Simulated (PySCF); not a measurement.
System: C4H9NSi2.

```xyz
16

N    -1.0621    1.8940   -1.7732
C    -1.3661    0.9415   -1.2069
C    -1.6792   -0.2204   -0.4833
C    -2.1202   -0.0327    0.9891
Si   -0.4269   -0.8326    0.8304
C     1.1235    0.2052    1.0918
Si    2.4841   -0.0393   -0.2270
H    -2.2493   -0.9372   -1.0617
H    -2.2062    0.9988    1.3056
H    -2.9936   -0.6038    1.2714
H    -0.3642   -2.2796    0.9673
H     1.5350   -0.0067    2.0782
H     0.8366    1.2570    1.0934
H     2.9004   -1.4456   -0.1930
H     1.9546    0.3000   -1.5431
H     3.6261    0.8104    0.1169
```

Geometry: GFN2-xTB.

The calculation used PySCF, PBE0/pcSseg-1, SCF density, gas phase, non-relativistic.

### What will maps of the electron density and electron localisation function show?

C–N (1.15 Å): the density is about 3.5 e/Å³ at the midpoint; the ELF peaks at about 0.85 between the atoms; a short, multiple covalent bond.
C–C (1.40 Å): ρ at the midpoint is about 1.9 e/Å³; the ELF peaks at about 0.95 between the atoms (a covalent bond).
C–Si (1.88 Å): ρ is about 0.91 e/Å³ halfway; the ELF peaks at about 0.95 between the atoms; localised, covalent bonding.

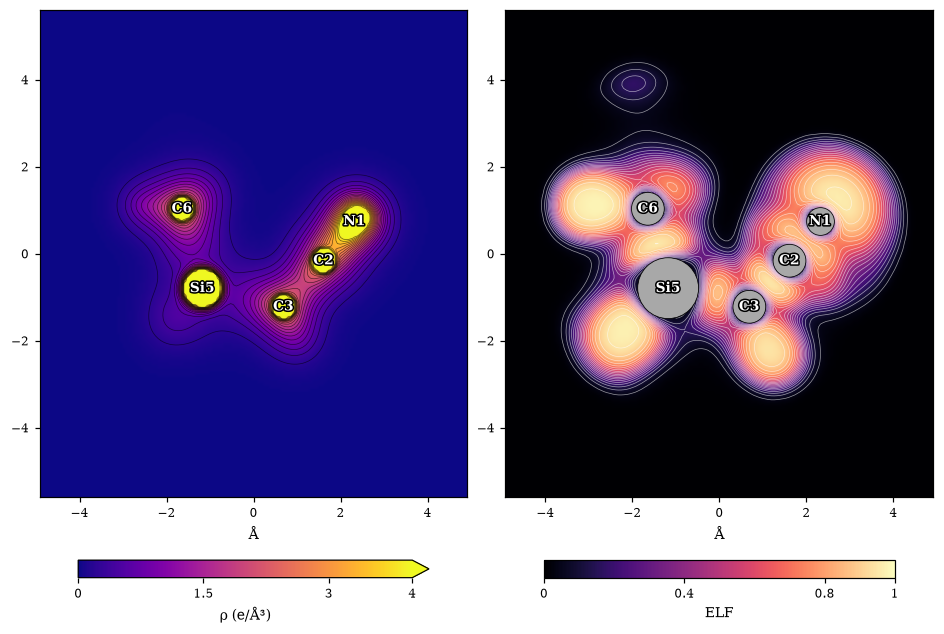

Computed electron density and electron localisation function on the plane of atoms C2, C3 and Si5, in this order. Grey discs cover the atomic cores in the ELF map. 
